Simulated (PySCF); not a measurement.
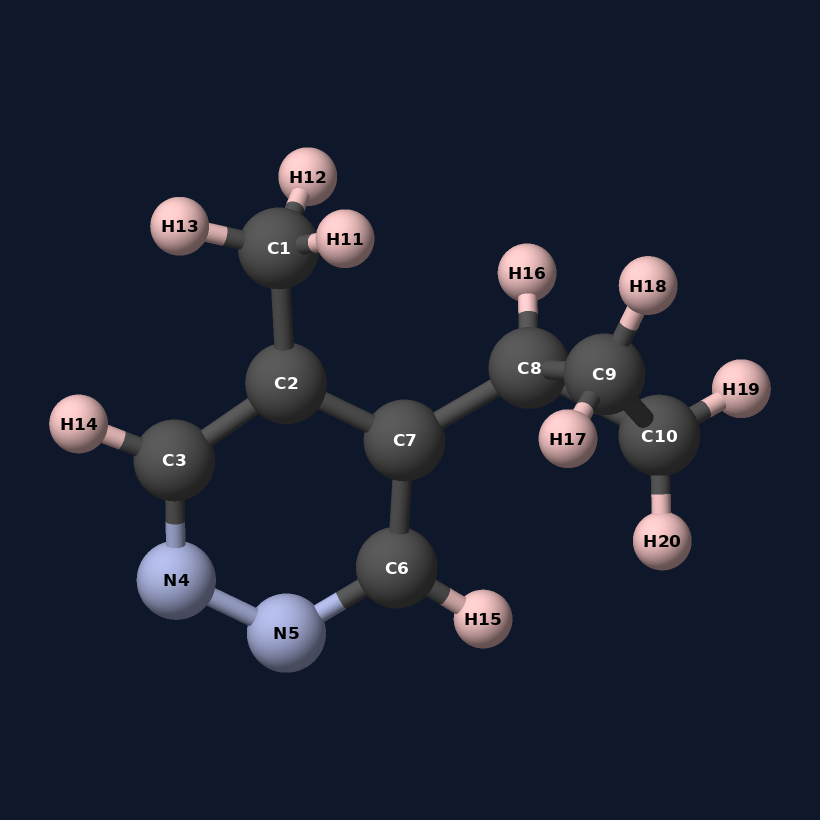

Every bond is drawn as one stick. The computed structure is the end point of a GFN2-xTB optimisation. No frequency run is at hand to confirm it as a minimum. Level of theory: PBE0/pcSseg-1 (PySCF 2.14.0).

List the Mayer bond orders of C1–C2, C2–C3, C2–C7, C3–N4, N4–N5, N5–C6, C6–C7, C7–C8, C8–C9, C8–C10, C9–C10 (bonds between heavy atoms, one of each equivalent set).

```json
{"bond": "C1–C2", "Mayer order": "1.11", "length (Å)": "1.493"}
{"bond": "C2–C3", "Mayer order": "1.35", "length (Å)": "1.396"}
{"bond": "C2–C7", "Mayer order": "1.37", "length (Å)": "1.396"}
{"bond": "C3–N4", "Mayer order": "1.53", "length (Å)": "1.317"}
{"bond": "N4–N5", "Mayer order": "1.32", "length (Å)": "1.299"}
{"bond": "N5–C6", "Mayer order": "1.51", "length (Å)": "1.317"}
{"bond": "C6–C7", "Mayer order": "1.35", "length (Å)": "1.398"}
{"bond": "C7–C8", "Mayer order": "1.06", "length (Å)": "1.481"}
{"bond": "C8–C9", "Mayer order": "0.92", "length (Å)": "1.508"}
{"bond": "C8–C10", "Mayer order": "0.99", "length (Å)": "1.498"}
{"bond": "C9–C10", "Mayer order": "0.98", "length (Å)": "1.496"}
```
